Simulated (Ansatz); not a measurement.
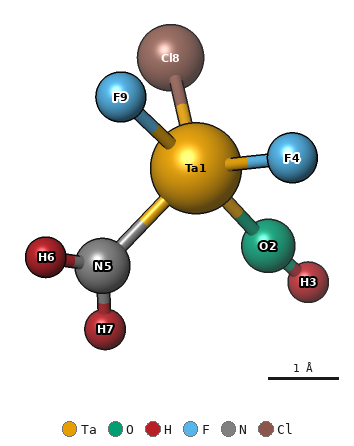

Figure 1. The starting structure (ball-and-stick view, seen at a tilt; atoms are numbered from 1 in the order of the input). Sticks mark near contacts. Bond lengths as drawn: Cl–Ta 2.35 Å, F–Ta 1.88 to 1.90 Å, H–N 1.00 Å, H–O 0.94 Å, N–Ta 1.95 Å and O–Ta 1.87 Å.

## Molecular dynamics, with input and output: TaNH$_{3}$ClOF$_{2}$ (part 1 of 2)

TaNH$_{3}$ClOF$_{2}$, computed with RHF/def2-SVP (Ansatz 0.2.0).

It belongs to a series of runs on one base structure; here: dynamics from the start. Figures and captions count atoms from 1; the log counts them from 0 in places.

### The program's output
```
Engine: ansatz 0.2.0, aarch64-unknown-linux-gnu
Functional definition: HF
  exchange = exact_x
  correlation = 0
1260 factors; integrals over basis functions are off by at most 5.0e-4 eV
mean field evaluation 1: about -23004.8006 eV, gradient 6.4e1 eV
mean field evaluation 2: about -23004.9688 eV, gradient 6.4e1 eV
mean field evaluation 4: about -23012.5964 eV, gradient 3.7e0 eV
mean field evaluation 8: about -23012.6698 eV, gradient 2.9e-1 eV
mean field -23012.67019659 eV, -845.7000311765 hartree, gradient 9.7e-6 eV, S^2 0.000000; 0 other end points of the search recorded, 0 dependent functions left out
the calculation of the forces begins
reference -23012.67019659 eV, -845.7000311765 hartree; 33, 33 occupied and 88, 88 virtual orbitals, 1260 factors
md step     0: t =     0.00 fs  T =   500.0 K  F+E_penalty+E_count = -23012.67019659 eV  E_kin = 0.452410 eV  conserved = -23012.21778659 eV  (43 SCF iters)
these checks for a lower state are left out or cut short: starts, cluster_reference, orbital_swaps, neighbouring_geometries, increment
1260 factors; integrals over basis functions are off by at most 5.3e-4 eV
mean field evaluation 16: about -23012.3441 eV, gradient 6.2e0 eV
mean field -23012.66371277 eV, -845.6997929004 hartree, gradient 1.6e-5 eV, S^2 0.000000; 0 other end points of the search recorded, 0 dependent functions left out
the calculation of the forces begins
reference -23012.66371277 eV, -845.6997929004 hartree; 33, 33 occupied and 88, 88 virtual orbitals, 1260 factors
md step     1: t =     0.50 fs  T =   493.0 K  F+E_penalty+E_count = -23012.66371277 eV  E_kin = 0.446067 eV  conserved = -23012.21764567 eV  (40 SCF iters)
[... from here on the SCF iterations and repeated set-up lines of each step are left out, up to the last step ...]
md step     2: t =     1.00 fs  T =   474.7 K  F+E_penalty+E_count = -23012.64675207 eV  E_kin = 0.429506 eV  conserved = -23012.21724577 eV  (40 SCF iters)
md step     3: t =     1.50 fs  T =   451.9 K  F+E_penalty+E_count = -23012.62566681 eV  E_kin = 0.408861 eV  conserved = -23012.21680575 eV  (42 SCF iters)
md step     4: t =     2.00 fs  T =   432.1 K  F+E_penalty+E_count = -23012.60747542 eV  E_kin = 0.390957 eV  conserved = -23012.21651862 eV  (42 SCF iters)
md step     5: t =     2.50 fs  T =   420.3 K  F+E_penalty+E_count = -23012.59678899 eV  E_kin = 0.380300 eV  conserved = -23012.21648920 eV  (43 SCF iters)
md step     6: t =     3.00 fs  T =   417.1 K  F+E_penalty+E_count = -23012.59411473 eV  E_kin = 0.377400 eV  conserved = -23012.21671476 eV  (43 SCF iters)
md step     7: t =     3.50 fs  T =   418.7 K  F+E_penalty+E_count = -23012.59590326 eV  E_kin = 0.378815 eV  conserved = -23012.21708874 eV  (43 SCF iters)
md step     8: t =     4.00 fs  T =   418.7 K  F+E_penalty+E_count = -23012.59627333 eV  E_kin = 0.378844 eV  conserved = -23012.21742915 eV  (43 SCF iters)
md step     9: t =     4.50 fs  T =   411.5 K  F+E_penalty+E_count = -23012.58989249 eV  E_kin = 0.372342 eV  conserved = -23012.21755064 eV  (42 SCF iters)
md step    10: t =     5.00 fs  T =   395.1 K  F+E_penalty+E_count = -23012.57483034 eV  E_kin = 0.357458 eV  conserved = -23012.21737245 eV  (41 SCF iters)
md step    11: t =     5.50 fs  T =   372.2 K  F+E_penalty+E_count = -23012.55373534 eV  E_kin = 0.336742 eV  conserved = -23012.21699363 eV  (41 SCF iters)
md step    12: t =     6.00 fs  T =   348.8 K  F+E_penalty+E_count = -23012.53228297 eV  E_kin = 0.315638 eV  conserved = -23012.21664505 eV  (41 SCF iters)
md step    13: t =     6.50 fs  T =   330.6 K  F+E_penalty+E_count = -23012.51568627 eV  E_kin = 0.299158 eV  conserved = -23012.21652854 eV  (41 SCF iters)
md step    14: t =     7.00 fs  T =   319.4 K  F+E_penalty+E_count = -23012.50565156 eV  E_kin = 0.288967 eV  conserved = -23012.21668408 eV  (41 SCF iters)
md step    15: t =     7.50 fs  T =   312.5 K  F+E_penalty+E_count = -23012.49976164 eV  E_kin = 0.282775 eV  conserved = -23012.21698660 eV  (41 SCF iters)
md step    16: t =     8.00 fs  T =   305.2 K  F+E_penalty+E_count = -23012.49336411 eV  E_kin = 0.276119 eV  conserved = -23012.21724514 eV  (41 SCF iters)
md step    17: t =     8.50 fs  T =   293.1 K  F+E_penalty+E_count = -23012.48248434 eV  E_kin = 0.265165 eV  conserved = -23012.21731916 eV  (41 SCF iters)
md step    18: t =     9.00 fs  T =   275.0 K  F+E_penalty+E_count = -23012.46597477 eV  E_kin = 0.248786 eV  conserved = -23012.21718904 eV  (41 SCF iters)
md step    19: t =     9.50 fs  T =   253.0 K  F+E_penalty+E_count = -23012.44582742 eV  E_kin = 0.228880 eV  conserved = -23012.21694769 eV  (43 SCF iters)
md step    20: t =    10.00 fs  T =   231.0 K  F+E_penalty+E_count = -23012.42576299 eV  E_kin = 0.209030 eV  conserved = -23012.21673274 eV  (44 SCF iters)
md step    21: t =    10.50 fs  T =   212.7 K  F+E_penalty+E_count = -23012.40911682 eV  E_kin = 0.192468 eV  conserved = -23012.21664905 eV  (43 SCF iters)
md step    22: t =    11.00 fs  T =   199.5 K  F+E_penalty+E_count = -23012.39722131 eV  E_kin = 0.180503 eV  conserved = -23012.21671870 eV  (42 SCF iters)
md step    23: t =    11.50 fs  T =   190.3 K  F+E_penalty+E_count = -23012.38907077 eV  E_kin = 0.172197 eV  conserved = -23012.21687424 eV  (42 SCF iters)
md step    24: t =    12.00 fs  T =   182.8 K  F+E_penalty+E_count = -23012.38236633 eV  E_kin = 0.165366 eV  conserved = -23012.21699991 eV  (43 SCF iters)
md step    25: t =    12.50 fs  T =   174.9 K  F+E_penalty+E_count = -23012.37526647 eV  E_kin = 0.158252 eV  conserved = -23012.21701456 eV  (41 SCF iters)
md step    26: t =    13.00 fs  T =   166.5 K  F+E_penalty+E_count = -23012.36758134 eV  E_kin = 0.150638 eV  conserved = -23012.21694334 eV  (40 SCF iters)
md step    27: t =    13.50 fs  T =   158.6 K  F+E_penalty+E_count = -23012.36039655 eV  E_kin = 0.143504 eV  conserved = -23012.21689221 eV  (41 SCF iters)
md step    28: t =    14.00 fs  T =   152.1 K  F+E_penalty+E_count = -23012.35454752 eV  E_kin = 0.137626 eV  conserved = -23012.21692171 eV  (41 SCF iters)
md step    29: t =    14.50 fs  T =   146.7 K  F+E_penalty+E_count = -23012.34974689 eV  E_kin = 0.132780 eV  conserved = -23012.21696722 eV  (42 SCF iters)
md step    30: t =    15.00 fs  T =   142.0 K  F+E_penalty+E_count = -23012.34545683 eV  E_kin = 0.128528 eV  conserved = -23012.21692906 eV  (42 SCF iters)
md step    31: t =    15.50 fs  T =   138.6 K  F+E_penalty+E_count = -23012.34226164 eV  E_kin = 0.125448 eV  conserved = -23012.21681404 eV  (41 SCF iters)
md step    32: t =    16.00 fs  T =   138.2 K  F+E_penalty+E_count = -23012.34179038 eV  E_kin = 0.125062 eV  conserved = -23012.21672871 eV  (43 SCF iters)
md step    33: t =    16.50 fs  T =   142.0 K  F+E_penalty+E_count = -23012.34523629 eV  E_kin = 0.128488 eV  conserved = -23012.21674863 eV  (43 SCF iters)
md step    34: t =    17.00 fs  T =   149.6 K  F+E_penalty+E_count = -23012.35225188 eV  E_kin = 0.135402 eV  conserved = -23012.21684965 eV  (43 SCF iters)
md step    35: t =    17.50 fs  T =   159.4 K  F+E_penalty+E_count = -23012.36123178 eV  E_kin = 0.144268 eV  conserved = -23012.21696343 eV  (43 SCF iters)
md step    36: t =    18.00 fs  T =   169.4 K  F+E_penalty+E_count = -23012.37028745 eV  E_kin = 0.153235 eV  conserved = -23012.21705252 eV  (42 SCF iters)
md step    37: t =    18.50 fs  T =   177.7 K  F+E_penalty+E_count = -23012.37786566 eV  E_kin = 0.160750 eV  conserved = -23012.21711562 eV  (42 SCF iters)
md step    38: t =    19.00 fs  T =   183.2 K  F+E_penalty+E_count = -23012.38288275 eV  E_kin = 0.165739 eV  conserved = -23012.21714374 eV  (41 SCF iters)
md step    39: t =    19.50 fs  T =   185.5 K  F+E_penalty+E_count = -23012.38494908 eV  E_kin = 0.167854 eV  conserved = -23012.21709526 eV  (41 SCF iters)
md step    40: t =    20.00 fs  T =   185.7 K  F+E_penalty+E_count = -23012.38498271 eV  E_kin = 0.168047 eV  conserved = -23012.21693545 eV  (41 SCF iters)
md step    41: t =    20.50 fs  T =   186.7 K  F+E_penalty+E_count = -23012.38561349 eV  E_kin = 0.168900 eV  conserved = -23012.21671390 eV  (41 SCF iters)
md step    42: t =    21.00 fs  T =   192.0 K  F+E_penalty+E_count = -23012.39028890 eV  E_kin = 0.173701 eV  conserved = -23012.21658815 eV  (44 SCF iters)
md step    43: t =    21.50 fs  T =   203.5 K  F+E_penalty+E_count = -23012.40086468 eV  E_kin = 0.184153 eV  conserved = -23012.21671132 eV  (43 SCF iters)
md step    44: t =    22.00 fs  T =   219.2 K  F+E_penalty+E_count = -23012.41539504 eV  E_kin = 0.198337 eV  conserved = -23012.21705821 eV  (43 SCF iters)
md step    45: t =    22.50 fs  T =   233.4 K  F+E_penalty+E_count = -23012.42859561 eV  E_kin = 0.211201 eV  conserved = -23012.21739424 eV  (43 SCF iters)
md step    46: t =    23.00 fs  T =   240.8 K  F+E_penalty+E_count = -23012.43535056 eV  E_kin = 0.217891 eV  conserved = -23012.21745977 eV  (42 SCF iters)
md step    47: t =    23.50 fs  T =   240.3 K  F+E_penalty+E_count = -23012.43457441 eV  E_kin = 0.217383 eV  conserved = -23012.21719095 eV  (42 SCF iters)
md step    48: t =    24.00 fs  T =   235.9 K  F+E_penalty+E_count = -23012.43020082 eV  E_kin = 0.213433 eV  conserved = -23012.21676772 eV  (42 SCF iters)
md step    49: t =    24.50 fs  T =   234.4 K  F+E_penalty+E_count = -23012.42854890 eV  E_kin = 0.212083 eV  conserved = -23012.21646623 eV  (43 SCF iters)
md step    50: t =    25.00 fs  T =   240.6 K  F+E_penalty+E_count = -23012.43420329 eV  E_kin = 0.217744 eV  conserved = -23012.21645903 eV  (43 SCF iters)
md step    51: t =    25.50 fs  T =   254.9 K  F+E_penalty+E_count = -23012.44736434 eV  E_kin = 0.230639 eV  conserved = -23012.21672509 eV  (43 SCF iters)
md step    52: t =    26.00 fs  T =   272.9 K  F+E_penalty+E_count = -23012.46406717 eV  E_kin = 0.246958 eV  conserved = -23012.21710907 eV  (42 SCF iters)
md step    53: t =    26.50 fs  T =   288.5 K  F+E_penalty+E_count = -23012.47849908 eV  E_kin = 0.261066 eV  conserved = -23012.21743262 eV  (42 SCF iters)
md step    54: t =    27.00 fs  T =   296.4 K  F+E_penalty+E_count = -23012.48578985 eV  E_kin = 0.268229 eV  conserved = -23012.21756051 eV  (42 SCF iters)
md step    55: t =    27.50 fs  T =   294.8 K  F+E_penalty+E_count = -23012.48418265 eV  E_kin = 0.266757 eV  conserved = -23012.21742539 eV  (42 SCF iters)
md step    56: t =    28.00 fs  T =   286.3 K  F+E_penalty+E_count = -23012.47606907 eV  E_kin = 0.259008 eV  conserved = -23012.21706142 eV  (42 SCF iters)
md step    57: t =    28.50 fs  T =   277.1 K  F+E_penalty+E_count = -23012.46733071 eV  E_kin = 0.250691 eV  conserved = -23012.21663931 eV  (42 SCF iters)
md step    58: t =    29.00 fs  T =   274.3 K  F+E_penalty+E_count = -23012.46459344 eV  E_kin = 0.248181 eV  conserved = -23012.21641246 eV  (42 SCF iters)
md step    59: t =    29.50 fs  T =   281.6 K  F+E_penalty+E_count = -23012.47135048 eV  E_kin = 0.254805 eV  conserved = -23012.21654593 eV  (42 SCF iters)
md step    60: t =    30.00 fs  T =   296.8 K  F+E_penalty+E_count = -23012.48550757 eV  E_kin = 0.268537 eV  conserved = -23012.21697073 eV  (42 SCF iters)
md step    61: t =    30.50 fs  T =   312.8 K  F+E_penalty+E_count = -23012.50043497 eV  E_kin = 0.283006 eV  conserved = -23012.21742901 eV  (42 SCF iters)
md step    62: t =    31.00 fs  T =   321.8 K  F+E_penalty+E_count = -23012.50887464 eV  E_kin = 0.291213 eV  conserved = -23012.21766136 eV  (42 SCF iters)
md step    63: t =    31.50 fs  T =   319.8 K  F+E_penalty+E_count = -23012.50695494 eV  E_kin = 0.289400 eV  conserved = -23012.21755497 eV  (44 SCF iters)
md step    64: t =    32.00 fs  T =   308.2 K  F+E_penalty+E_count = -23012.49601876 eV  E_kin = 0.278845 eV  conserved = -23012.21717343 eV  (43 SCF iters)
md step    65: t =    32.50 fs  T =   292.9 K  F+E_penalty+E_count = -23012.48169384 eV  E_kin = 0.264983 eV  conserved = -23012.21671133 eV  (43 SCF iters)
md step    66: t =    33.00 fs  T =   281.3 K  F+E_penalty+E_count = -23012.47089487 eV  E_kin = 0.254488 eV  conserved = -23012.21640719 eV  (43 SCF iters)
md step    67: t =    33.50 fs  T =   278.2 K  F+E_penalty+E_count = -23012.46817018 eV  E_kin = 0.251747 eV  conserved = -23012.21642333 eV  (43 SCF iters)
md step    68: t =    34.00 fs  T =   283.5 K  F+E_penalty+E_count = -23012.47325591 eV  E_kin = 0.256511 eV  conserved = -23012.21674479 eV  (43 SCF iters)
md step    69: t =    34.50 fs  T =   291.9 K  F+E_penalty+E_count = -23012.48133080 eV  E_kin = 0.264153 eV  conserved = -23012.21717793 eV  (43 SCF iters)
md step    70: t =    35.00 fs  T =   296.7 K  F+E_penalty+E_count = -23012.48596108 eV  E_kin = 0.268498 eV  conserved = -23012.21746275 eV  (43 SCF iters)
md step    71: t =    35.50 fs  T =   293.6 K  F+E_penalty+E_count = -23012.48303759 eV  E_kin = 0.265611 eV  conserved = -23012.21742698 eV  (43 SCF iters)
md step    72: t =    36.00 fs  T =   283.2 K  F+E_penalty+E_count = -23012.47335459 eV  E_kin = 0.256259 eV  conserved = -23012.21709576 eV  (42 SCF iters)
md step    73: t =    36.50 fs  T =   271.3 K  F+E_penalty+E_count = -23012.46216267 eV  E_kin = 0.245473 eV  conserved = -23012.21668973 eV  (42 SCF iters)
md step    74: t =    37.00 fs  T =   264.5 K  F+E_penalty+E_count = -23012.45579493 eV  E_kin = 0.239318 eV  conserved = -23012.21647723 eV  (43 SCF iters)
md step    75: t =    37.50 fs  T =   266.4 K  F+E_penalty+E_count = -23012.45761820 eV  E_kin = 0.241046 eV  conserved = -23012.21657218 eV  (42 SCF iters)
md step    76: t =    38.00 fs  T =   275.7 K  F+E_penalty+E_count = -23012.46628170 eV  E_kin = 0.249416 eV  conserved = -23012.21686606 eV  (42 SCF iters)
md step    77: t =    38.50 fs  T =   287.5 K  F+E_penalty+E_count = -23012.47726931 eV  E_kin = 0.260114 eV  conserved = -23012.21715573 eV  (42 SCF iters)
md step    78: t =    39.00 fs  T =   296.9 K  F+E_penalty+E_count = -23012.48595472 eV  E_kin = 0.268647 eV  conserved = -23012.21730774 eV  (43 SCF iters)
md step    79: t =    39.50 fs  T =   301.1 K  F+E_penalty+E_count = -23012.48973924 eV  E_kin = 0.272435 eV  conserved = -23012.21730473 eV  (43 SCF iters)
md step    80: t =    40.00 fs  T =   299.8 K  F+E_penalty+E_count = -23012.48845959 eV  E_kin = 0.271267 eV  conserved = -23012.21719251 eV  (43 SCF iters)
md step    81: t =    40.50 fs  T =   294.8 K  F+E_penalty+E_count = -23012.48373637 eV  E_kin = 0.266708 eV  conserved = -23012.21702827 eV  (43 SCF iters)
md step    82: t =    41.00 fs  T =   288.6 K  F+E_penalty+E_count = -23012.47803542 eV  E_kin = 0.261161 eV  conserved = -23012.21687483 eV  (42 SCF iters)
md step    83: t =    41.50 fs  T =   283.8 K  F+E_penalty+E_count = -23012.47362167 eV  E_kin = 0.256815 eV  conserved = -23012.21680625 eV  (42 SCF iters)
md step    84: t =    42.00 fs  T =   281.3 K  F+E_penalty+E_count = -23012.47142350 eV  E_kin = 0.254549 eV  conserved = -23012.21687420 eV  (44 SCF iters)
md step    85: t =    42.50 fs  T =   279.9 K  F+E_penalty+E_count = -23012.47033806 eV  E_kin = 0.253295 eV  conserved = -23012.21704335 eV  (43 SCF iters)
md step    86: t =    43.00 fs  T =   277.0 K  F+E_penalty+E_count = -23012.46785104 eV  E_kin = 0.250671 eV  conserved = -23012.21718039 eV  (42 SCF iters)
md step    87: t =    43.50 fs  T =   270.6 K  F+E_penalty+E_count = -23012.46202811 eV  E_kin = 0.244875 eV  conserved = -23012.21715339 eV  (42 SCF iters)
md step    88: t =    44.00 fs  T =   261.3 K  F+E_penalty+E_count = -23012.45338568 eV  E_kin = 0.236416 eV  conserved = -23012.21696949 eV  (43 SCF iters)
md step    89: t =    44.50 fs  T =   251.9 K  F+E_penalty+E_count = -23012.44470870 eV  E_kin = 0.227920 eV  conserved = -23012.21678900 eV  (43 SCF iters)
md step    90: t =    45.00 fs  T =   245.3 K  F+E_penalty+E_count = -23012.43869075 eV  E_kin = 0.221922 eV  conserved = -23012.21676865 eV  (42 SCF iters)
md step    91: t =    45.50 fs  T =   241.8 K  F+E_penalty+E_count = -23012.43566228 eV  E_kin = 0.218761 eV  conserved = -23012.21690103 eV  (42 SCF iters)
md step    92: t =    46.00 fs  T =   239.4 K  F+E_penalty+E_count = -23012.43367804 eV  E_kin = 0.216638 eV  conserved = -23012.21703968 eV  (43 SCF iters)
md step    93: t =    46.50 fs  T =   236.0 K  F+E_penalty+E_count = -23012.43063979 eV  E_kin = 0.213580 eV  conserved = -23012.21706014 eV  (43 SCF iters)
md step    94: t =    47.00 fs  T =   231.2 K  F+E_penalty+E_count = -23012.42616427 eV  E_kin = 0.209200 eV  conserved = -23012.21696451 eV  (42 SCF iters)
md step    95: t =    47.50 fs  T =   226.3 K  F+E_penalty+E_count = -23012.42162951 eV  E_kin = 0.204781 eV  conserved = -23012.21684877 eV  (42 SCF iters)
md step    96: t =    48.00 fs  T =   223.2 K  F+E_penalty+E_count = -23012.41878210 eV  E_kin = 0.201973 eV  conserved = -23012.21680945 eV  (43 SCF iters)
md step    97: t =    48.50 fs  T =   222.6 K  F+E_penalty+E_count = -23012.41826842 eV  E_kin = 0.201390 eV  conserved = -23012.21687797 eV  (42 SCF iters)
md step    98: t =    49.00 fs  T =   223.4 K  F+E_penalty+E_count = -23012.41911219 eV  E_kin = 0.202098 eV  conserved = -23012.21701371 eV  (41 SCF iters)
md step    99: t =    49.50 fs  T =   223.4 K  F+E_penalty+E_count = -23012.41929013 eV  E_kin = 0.202149 eV  conserved = -23012.21714064 eV  (42 SCF iters)
md step   100: t =    50.00 fs  T =   220.7 K  F+E_penalty+E_count = -23012.41687696 eV  E_kin = 0.199682 eV  conserved = -23012.21719533 eV  (41 SCF iters)
md step   101: t =    50.50 fs  T =   214.3 K  F+E_penalty+E_count = -23012.41104955 eV  E_kin = 0.193899 eV  conserved = -23012.21715026 eV  (41 SCF iters)
md step   102: t =    51.00 fs  T =   205.1 K  F+E_penalty+E_count = -23012.40254850 eV  E_kin = 0.185534 eV  conserved = -23012.21701471 eV  (42 SCF iters)
md step   103: t =    51.50 fs  T =   195.3 K  F+E_penalty+E_count = -23012.39352700 eV  E_kin = 0.176687 eV  conserved = -23012.21683952 eV  (43 SCF iters)
md step   104: t =    52.00 fs  T =   187.9 K  F+E_penalty+E_count = -23012.38669963 eV  E_kin = 0.169974 eV  conserved = -23012.21672539 eV  (43 SCF iters)
md step   105: t =    52.50 fs  T =   184.6 K  F+E_penalty+E_count = -23012.38376780 eV  E_kin = 0.166994 eV  conserved = -23012.21677374 eV  (44 SCF iters)
md step   106: t =    53.00 fs  T =   184.5 K  F+E_penalty+E_count = -23012.38394125 eV  E_kin = 0.166961 eV  conserved = -23012.21697996 eV  (43 SCF iters)
md step   107: t =    53.50 fs  T =   184.4 K  F+E_penalty+E_count = -23012.38407388 eV  E_kin = 0.166874 eV  conserved = -23012.21719967 eV  (43 SCF iters)
md step   108: t =    54.00 fs  T =   180.8 K  F+E_penalty+E_count = -23012.38083289 eV  E_kin = 0.163572 eV  conserved = -23012.21726085 eV  (42 SCF iters)
md step   109: t =    54.50 fs  T =   172.6 K  F+E_penalty+E_count = -23012.37327634 eV  E_kin = 0.156172 eV  conserved = -23012.21710407 eV  (42 SCF iters)
md step   110: t =    55.00 fs  T =   162.4 K  F+E_penalty+E_count = -23012.36378296 eV  E_kin = 0.146969 eV  conserved = -23012.21681407 eV  (42 SCF iters)
md step   111: t =    55.50 fs  T =   155.0 K  F+E_penalty+E_count = -23012.35679875 eV  E_kin = 0.140251 eV  conserved = -23012.21654753 eV  (42 SCF iters)
md step   112: t =    56.00 fs  T =   154.7 K  F+E_penalty+E_count = -23012.35642846 eV  E_kin = 0.139988 eV  conserved = -23012.21644070 eV  (42 SCF iters)
md step   113: t =    56.50 fs  T =   163.3 K  F+E_penalty+E_count = -23012.36429292 eV  E_kin = 0.147742 eV  conserved = -23012.21655057 eV  (43 SCF iters)
md step   114: t =    57.00 fs  T =   178.8 K  F+E_penalty+E_count = -23012.37861815 eV  E_kin = 0.161784 eV  conserved = -23012.21683464 eV  (42 SCF iters)
md step   115: t =    57.50 fs  T =   196.4 K  F+E_penalty+E_count = -23012.39490330 eV  E_kin = 0.177739 eV  conserved = -23012.21716425 eV  (42 SCF iters)
md step   116: t =    58.00 fs  T =   210.6 K  F+E_penalty+E_count = -23012.40795526 eV  E_kin = 0.190584 eV  conserved = -23012.21737092 eV  (41 SCF iters)
md step   117: t =    58.50 fs  T =   217.9 K  F+E_penalty+E_count = -23012.41451866 eV  E_kin = 0.197191 eV  conserved = -23012.21732802 eV  (42 SCF iters)
md step   118: t =    59.00 fs  T =   219.0 K  F+E_penalty+E_count = -23012.41519987 eV  E_kin = 0.198157 eV  conserved = -23012.21704295 eV  (41 SCF iters)
md step   119: t =    59.50 fs  T =   218.4 K  F+E_penalty+E_count = -23012.41430068 eV  E_kin = 0.197610 eV  conserved = -23012.21669071 eV  (43 SCF iters)
md step   120: t =    60.00 fs  T =   221.7 K  F+E_penalty+E_count = -23012.41713626 eV  E_kin = 0.200616 eV  conserved = -23012.21651998 eV  (43 SCF iters)
md step   121: t =    60.50 fs  T =   231.7 K  F+E_penalty+E_count = -23012.42630806 eV  E_kin = 0.209643 eV  conserved = -23012.21666518 eV  (43 SCF iters)
md step   122: t =    61.00 fs  T =   246.1 K  F+E_penalty+E_count = -23012.43970294 eV  E_kin = 0.222673 eV  conserved = -23012.21703016 eV  (43 SCF iters)
md step   123: t =    61.50 fs  T =   259.2 K  F+E_penalty+E_count = -23012.45189879 eV  E_kin = 0.234529 eV  conserved = -23012.21736993 eV  (43 SCF iters)
md step   124: t =    62.00 fs  T =   265.6 K  F+E_penalty+E_count = -23012.45781162 eV  E_kin = 0.240328 eV  conserved = -23012.21748335 eV  (42 SCF iters)
md step   125: t =    62.50 fs  T =   263.5 K  F+E_penalty+E_count = -23012.45577476 eV  E_kin = 0.238444 eV  conserved = -23012.21733067 eV  (43 SCF iters)
md step   126: t =    63.00 fs  T =   255.5 K  F+E_penalty+E_count = -23012.44822779 eV  E_kin = 0.231213 eV  conserved = -23012.21701438 eV  (39 SCF iters)
md step   127: t =    63.50 fs  T =   247.0 K  F+E_penalty+E_count = -23012.44018277 eV  E_kin = 0.223488 eV  conserved = -23012.21669516 eV  (42 SCF iters)
```
